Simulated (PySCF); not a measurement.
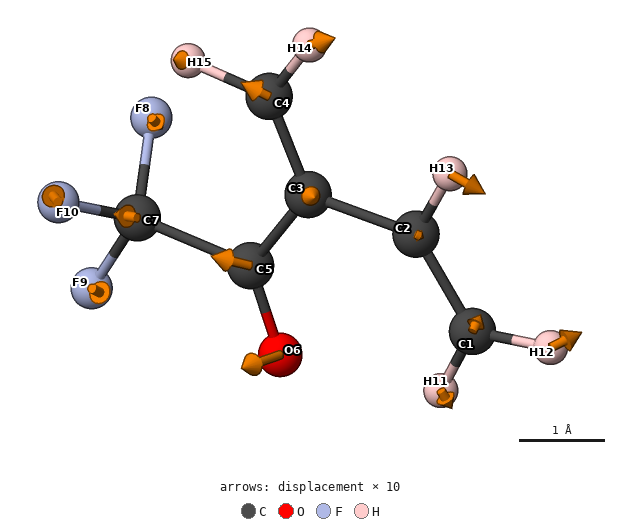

A relaxation of C$_{6}$H$_{5}$F$_{3}$O. The starting structure is drawn; orange arrows show the displacements, 10 times their true length. The two geometries are superimposed by the best rigid fit.

The picture is a ball-and-stick view, seen at a tilt.

The start comes from GFN2-xTB. Its atoms were then displaced at random by about 0.01 Å.

The calculation used PySCF 2.14.0, density-fitted response routines, PBE0-D3(BJ)/def2-SVP geometry optimisation, gas phase. 

Which element moves most?

Oxygen: up to 0.079 Å, against 0.056 Å for carbon.

Describe the change and its energy.

Over 8 geometry steps the energy falls by 0.193 eV. The largest move after the best rigid fit is that of O6, 0.079 Å. By element the largest moves are O 0.079 Å, C 0.056 Å, H 0.050 Å, F 0.050 Å. Some distances before and after: C3–C4 1.320 → 1.350 Å, C1–H11 1.059 → 1.089 Å, C1–H12 1.069 → 1.093 Å, C4–H15 1.111 → 1.089 Å. Among the angles between lasting bonds that change: C3–C4–H14 124.4° → 119.9°, C4–C3–C5 123.9° → 120.3°, C3–C5–C7 115.3° → 118.6°. The run took 100 s on 1 thread of Arm Neoverse V2, with other jobs on the host.
